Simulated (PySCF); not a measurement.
**OsSH2: quintet, from a PBE0 minimum start**

The task is one start of a wider search on OsSH2: the quintet, from a PBE0 minimum start. It is relaxed, tested by its Hessian and followed downhill if it is a saddle.

Program: PySCF 2.14.0. Level of theory: PBE0, basis Os def2-TZVP with ECP60, S def2-TZVP, H def2-TZVP, scalar-relativistic core potentials, no spin–orbit coupling, density fitting. These are calculated values, not measurements.

## (1) Starting geometry

4 atoms, charge 0, spin multiplicity 5.

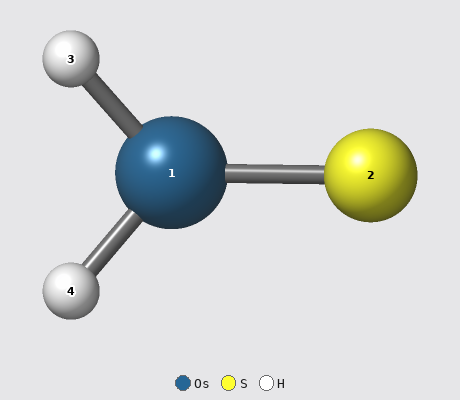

The starting geometry (osmium blue, sulfur yellow, hydrogen white); atoms are numbered from 1 in the order of the file.

```xyz
4
charge 0 multiplicity 5
Os    0.0048    0.2921    0.0000
S     0.0000   -1.8347    0.0000
H    -0.4574    1.2864    1.2268
H    -0.4574    1.2864   -1.2268
```

## (2) Finding the electronic state

The steps below are one call of a driver around PySCF. For each, scf.py gives the equivalent set-up of the SCF; relaxations use the driver's own optimiser. After this first run the driver tries any further starts and a stability analysis.

File scf.py:

```python
from pyscf import gto, scf, dft
mol = gto.M(atom='''
Os     0.004800     0.292080     0.000000
S      0.000000    -1.834730    -0.000000
H     -0.457440     1.286350     1.226760
H     -0.457440     1.286350    -1.226760''',
    basis={'Os': 'def2-TZVP', 'S': 'def2-TZVP', 'H': 'def2-TZVP'},
    ecp={'Os': 'def2-TZVP'},
    charge=0, spin=4)
mf = dft.UKS(mol, xc='PBE0')
mf.grids.atom_grid = (50, 194)
aux = {'Os': 'def2-universal-JKFIT', 'S': 'def2-universal-JKFIT', 'H': 'def2-universal-JKFIT'}
mf = mf.density_fit(auxbasis=aux)
mf.conv_tol = 1e-08
mf.diis_space = 10
mf.max_cycle = 60
mf.init_guess = 'minao'
mf.verbose = 4
mf.kernel()
```

Started as:

```sh
> OMP_NUM_THREADS=4 python axn.py task.json out
```

What it wrote:

```text
init E= -472.699341131802
[... the frontier-level lines of each cycle are left out ...]
cycle= 1 E= -489.711103891304  delta_E=  -17  |g|= 0.487  |ddm|= 5.66
cycle= 2 E= -488.92723154628  delta_E= 0.784  |g|= 1.29  |ddm|= 1.31
cycle= 3 E= -489.862468223181  delta_E= -0.935  |g|= 0.105  |ddm|= 0.979
cycle= 4 E= -489.863410904712  delta_E= -0.000943  |g|= 0.12  |ddm|= 0.16
cycle= 5 E= -489.870303402085  delta_E= -0.00689  |g|= 0.0506  |ddm|= 0.0779
cycle= 6 E= -489.871712186115  delta_E= -0.00141  |g|= 0.0315  |ddm|= 0.0555
cycle= 7 E= -489.87262482392  delta_E= -0.000913  |g|= 0.00529  |ddm|= 0.0525
cycle= 8 E= -489.872709567204  delta_E= -8.47e-05  |g|= 0.00323  |ddm|= 0.0156
cycle= 9 E= -489.872747851692  delta_E= -3.83e-05  |g|= 0.0015  |ddm|= 0.0112
cycle= 10 E= -489.872762516289  delta_E= -1.47e-05  |g|= 0.000466  |ddm|= 0.0108
cycle= 11 E= -489.872763230849  delta_E= -7.15e-07  |g|= 0.00021  |ddm|= 0.00173
cycle= 12 E= -489.872763374782  delta_E= -1.44e-07  |g|= 9.36e-05  |ddm|= 0.000917
cycle= 13 E= -489.872763390606  delta_E= -1.58e-08  |g|= 2.82e-05  |ddm|= 0.000322
cycle= 14 E= -489.872763391675  delta_E= -1.07e-09  |g|= 1.02e-05  |ddm|= 7.11e-05
Extra cycle  E= -489.872763391544  delta_E= 1.31e-10  |g|= 2.22e-05  |ddm|= 2.85e-05
converged SCF energy = -489.872763391544  <S^2> = 6.0172131  2S+1 = 5.0068805
```

This step, with its further starts and checks, needed 8.1 s of wall time on 4 threads of Arm Neoverse V1, shared host.

Energies from each starting density:

| start | energy (Eh) |
| --- | --- |
| the minimal-basis guess | -489.872763 |
| a thermally smeared density | -489.872763 |
| a smeared PBE density | -489.872763 |

The test of internal stability and the other starts found no lower solution of this spin.

## (3) Relaxation: PBE0 minimum start, quintet

The program finds Cs symmetry in the start, which this walk keeps. The walk stops when the largest gradient is under 0.0003 Eh/bohr and the energy has settled too.

scf.py: that of step 2 with these lines changed.

```diff
@@ -3,4 +3,4 @@
-Os     0.004800     0.292080     0.000000
-S      0.000000    -1.834730    -0.000000
-H     -0.457440     1.286350     1.226760
-H     -0.457440     1.286350    -1.226760''',
+Os     0.004803     0.292076     0.000000
+S      0.000003    -1.834734     0.000000
+H     -0.457437     1.286346     1.226760
+H     -0.457437     1.286346    -1.226760''',
@@ -17 +16,0 @@
-mf.init_guess = 'minao'
```

Energy and gradient, step by step:

| step | energy (Eh) | change (kJ/mol) | largest symmetric gradient (Eh/bohr) |
| --- | --- | --- | --- |
| 0 | -489.872763 | 0.00 | 0.00002 |

The walk took 1.1 s.

Positions (Å) and forces (eV/Å) along the way:

```
step 0
Os   0.005   0.292   0.000  -0.001  -0.001   0.000
S    0.000  -1.835   0.000   0.000  -0.001   0.000
H   -0.457   1.286   1.227   0.001   0.001   0.001
H   -0.457   1.286  -1.227   0.001   0.001  -0.001
```

After 0 steps and 0.0 kJ/mol it ends at Cs: Os–H 1.645 Å (×2), Os–S 2.127 Å; H–Os–H 96.4°, H–Os–S 127.1° (×2).

## (4) Hessian and properties

The point is checked on the finer grid, and tightened if its gradient asks for it. The Hessian and the dipole derivatives come from central differences of analytic gradients, with steps of 0.02 bohr.

scf.py: that of step 3 with these lines changed.

```diff
@@ -11 +11 @@
-mf.grids.atom_grid = (50, 194)
+mf.grids.atom_grid = (75, 302)
@@ -14 +14 @@
-mf.conv_tol = 1e-08
+mf.conv_tol = 1e-10
```

This SCF starts from the last density.

SCF at the final geometry:

```text
init E= -489.872726026497
[... the frontier-level lines of each cycle are left out ...]
cycle= 1 E= -489.872726026495  delta_E= 2.16e-12  |g|= 3.48e-06  |ddm|= 3.6e-06
Extra cycle  E= -489.872726026447  delta_E= 4.82e-11  |g|= 1.03e-05  |ddm|= 1.01e-05
converged SCF energy = -489.872726026447  <S^2> = 6.017212  2S+1 = 5.0068801
```

The whole step took 35 s.

Geometry: Cs; Os–H 1.645 Å (×2), Os–S 2.127 Å; H–Os–H 96.4°, H–Os–S 127.1° (×2).

Modes, for the most abundant isotopes:

```tsv
symmetry	ω (cm⁻¹)	IR (km/mol)	μ (u)	type
a'	215	24.7	1.05	bend
a''	318	6.3	1.06	bend
a'	494	26.3	14.85	mixed
a'	663	0.8	1.05	bend
a''	2035	87.3	1.02	stretch
a'	2075	89.2	1.01	stretch
```

All wavenumbers are real: a minimum.

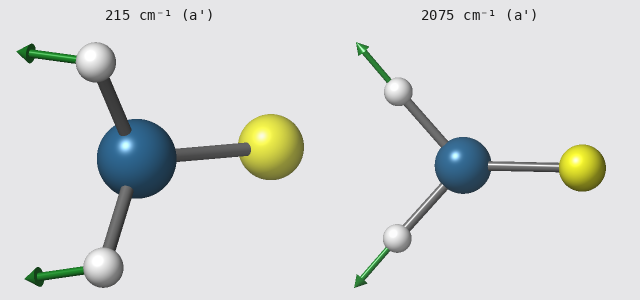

How the atoms move in 2 of the modes.

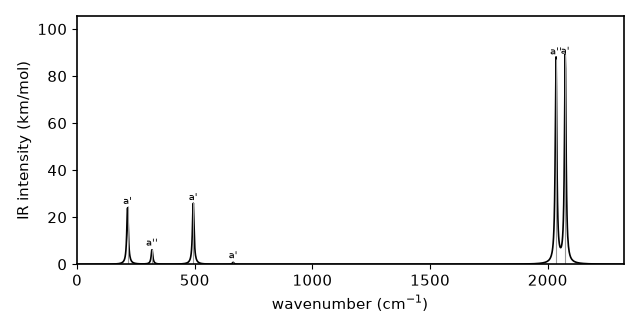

The harmonic infrared spectrum (widths in cm⁻¹). Lines are broadened to a width of 8 cm⁻¹ (Lorentzian).

Constants and moments:

```yaml
Dipole_moment: 1.32 D
Highest_occupied_level: -6.60 eV
Lowest_empty_level: -4.24 eV
Rotational_constants: 4.882, 0.1319, 0.1293 cm⁻¹
Zero-point_energy: 34.7 kJ/mol
Principal_polarisabilities: 40.3, 48.9, 93.6 bohr³
Atomisation_energy_without_zero-point_energy: 918 kJ/mol
Principal_traceless_quadrupole_moments_about_the_centre_of_mass: -4.66, 0.43, 4.23 D Å
Entropy_at_298.15_K_and_1_bar_electronic_part_spin_only: 302.1 J/(mol K)
Heat_capacity_Cp_at_298.15_K: 56.9 J/(mol K)
Enthalpy_at_298.15_K_above_0_K: 13.31 kJ/mol
Rotational_symmetry_number: 1
Spin_squared_⟨S²⟩: 6.017
```

Charges (e) and bond orders:

```tsv
atom	Mulliken	Löwdin	polar tensor	spin (Mulliken)	Mayer order to Os1
Os1	0.51	0.21	0.63	3.19	–
S2	-0.36	-0.03	-0.37	0.82	2.04
H3,4	-0.08	-0.09	-0.13	-0.01	0.91
```

Outer orbital energies (eV). α occupied: -11.98, -11.04, -10.60, -10.21, -9.81, -8.00, -7.47, -6.60; empty: -2.54, -1.08, 1.42, 2.17. β occupied: -52.84, -52.49, -18.89, -11.13, -11.08, -9.48, -8.52, -7.98; empty: -4.24, -4.22, -3.83, -3.08.

Mulliken populations on Os1 (outside its core potential): s 2.86, p 6.44, d 6.17, f 0.02.

## (5) What came out

```
                                          quantity                                                              value
                                           minimum                                                        quintet, Cs
                                          geometry  Os–H 1.645 Å (×2), Os–S 2.127 Å; H–Os–H 96.4°, H–Os–S 127.1° (×2)
                                wavenumbers (cm⁻¹)     215 (a'), 318 (a''), 494 (a'), 663 (a'), 2035 (a''), 2075 (a')
                                     dipole moment                                                             1.32 D
highest occupied, lowest empty level (either spin)                                                    -6.60, -4.24 eV
                        polar-tensor charge of Os1                                                            +0.63 e
                                 zero-point energy                                                        34.7 kJ/mol
                               entropy at 298.15 K                                                    302.1 J/(mol K)
         atomisation energy (no zero-point energy)                                                         918 kJ/mol
                                              ⟨S²⟩                                                              6.017
```

In words: The molecule stays Cs, as typed, and the end point is a minimum. The strongest infrared band lies at 2075 cm⁻¹ (a', stretch). Most of the spin sits on Os1 (Mulliken spin 3.19, against 4 for the whole molecule). Other starts or spin states, not run here, may lie lower. One determinant may miss the lowest occupation of an open d or f shell. With an element this heavy the missing spin–orbit coupling can shift these numbers.

The search up to here took 44 s.
